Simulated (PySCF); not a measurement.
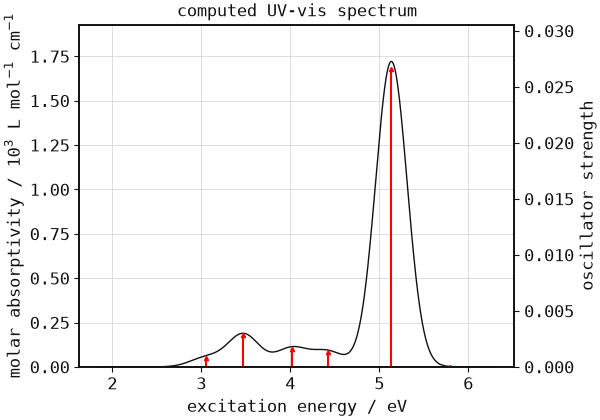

Vertical TDDFT excitations, PBE0/def2-SVPD with PySCF, at a GFN2-xTB geometry (no frequency check), gas phase. The lowest 6 singlet states are shown; each is broadened by a Gaussian of 1/e half-width 0.25 eV. Sticks give oscillator strengths (right axis).

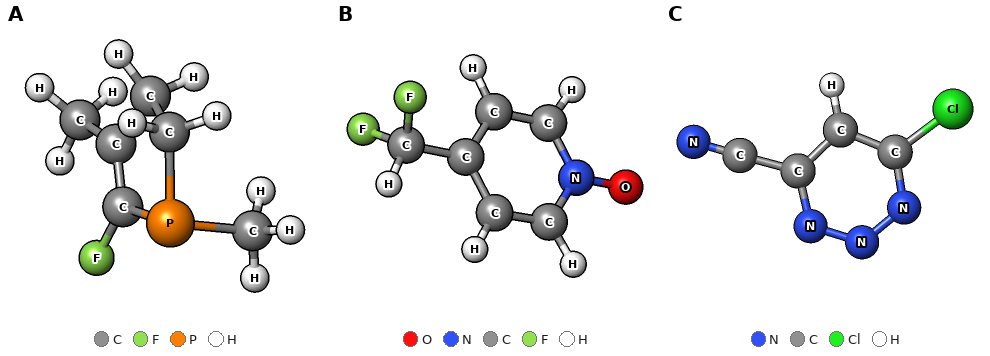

### Which molecule gives this spectrum? The candidates are drawn in the second picture.

Structure C, C₄HClN₄, SMILES N#Cc1cc(Cl)nnn1. Its lowest singlet lies at 3.05 eV (f = 0.001) and the brightest of those computed is S5 at 5.14 eV (241 nm), f = 0.027, mainly HOMO−2 → LUMO (83 %).

Known limits of this run: the tight-binding geometry is rougher than a DFT one and adds to the error; core orbitals are frozen in the response.
